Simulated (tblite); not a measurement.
# C5H8FSe: the cost of one run

Computed with tblite 0.8.0 and PySCF 2.14.0, with density-fitted response routines of our own, on a single molecule in the gas phase. Atoms are numbered from 0 throughout.

### 1 The molecule as given

15 atoms, charge 0, multiplicity 2; geometry from: force field or distance geometry start.

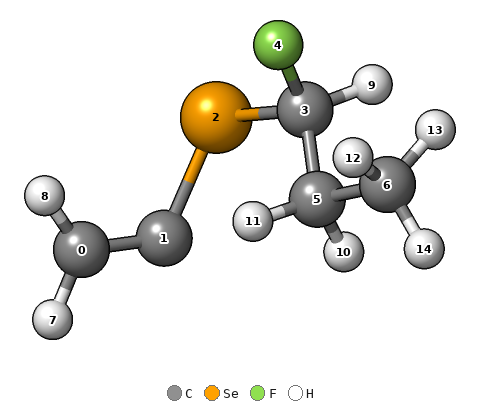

As it starts; carbon grey, selenium orange, fluorine green, hydrogen white, atoms numbered.

### 2 Geometry optimisation with GFN2-xTB

What the job is given:

```
{"job": {"kind": "relax", "xc": "GFN2-xTB", "basis": "xTB"}, "charge": 0, "multiplicity": 2}
C      3.163400     0.255300    -0.127000
C      2.238900     0.020800    -1.073200
Se     1.144800    -1.539000    -0.822300
C     -0.579500    -1.078500    -0.053900
F     -0.767200    -1.696800     1.198900
C     -0.741000     0.400400     0.177100
C     -2.119200     0.636900     0.792100
H      3.782100     1.160400    -0.285700
H      3.305000    -0.368100     0.749300
H     -1.397600    -1.472600    -0.716900
H     -0.678200     0.932700    -0.802200
H      0.005900     0.777100     0.895900
H     -2.077200     0.514700     1.904300
H     -2.794300    -0.167900     0.414300
H     -2.490300     1.632600     0.510000
```

Launch:

```bash
$ OMP_NUM_THREADS=1 python probes_run.py task.json out
```

This one command runs all jobs of the session in turn.

Q: Estimate the wall time of this first job on 1 thread of Intel Xeon at 2.50GHz, shared host.

About 1.5 s.
